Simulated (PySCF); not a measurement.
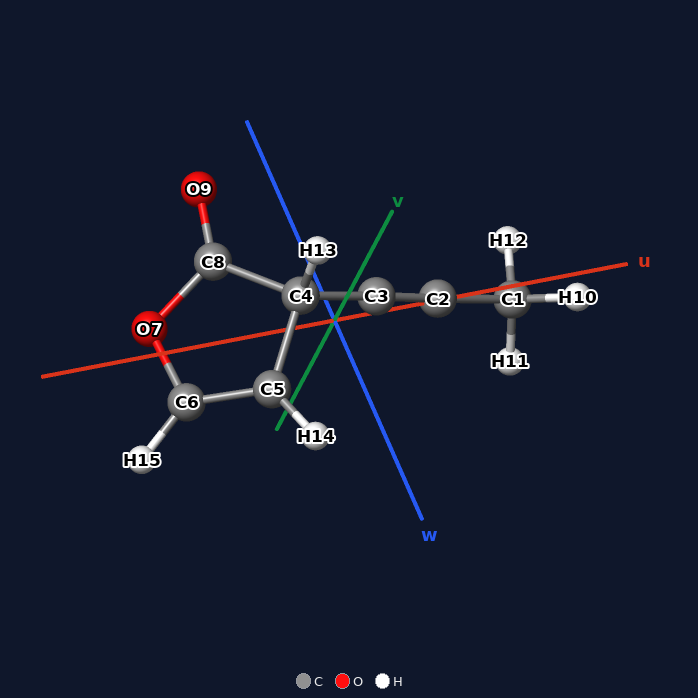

The lines u, v and w are the principal axes of the static dipole polarisability. Computed geometry: GFN2-xTB optimisation. No frequency run is at hand to confirm it as a minimum. Level of theory: PBE0/def2-SVPD (PySCF 2.14.0).

Question: Along which axis is the molecule most polarisable, and along which least?

Answer: Most along u (close to the long direction C1···O7), least along v.

Question: Give the three principal values.

Answer: u 109.5, v 64.0, w 78.1 bohr³; mean 83.9, anisotropy 40.4 bohr³.
